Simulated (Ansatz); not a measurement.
**Si (diamond structure), cut as [112] wire, round, centred on channel, 0.79 nm across, F-ended**

The numbers are results of PBE (plane waves to 420 eV, PAW; Ansatz, a first-principles code), not measurements.

k-points: Γ-centred 1×1×4 mesh; occupations: Fermi-Dirac, 0.020 eV; spin polarisation not allowed. No spin-orbit coupling.

 The relaxation kept the symmetry of its start, so a lower minimum of less symmetry isn't excluded. The period along the axis is held at the bulk value.

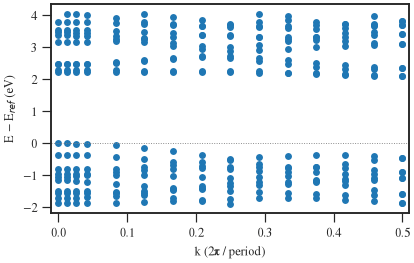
Figure. Levels along the axis at 15 k-points, drawn as points, zero at the top of the valence band

Electronic character: not metallic; Kohn-Sham band gap: 2.11 eV. Only levels within the plotted window are shown.
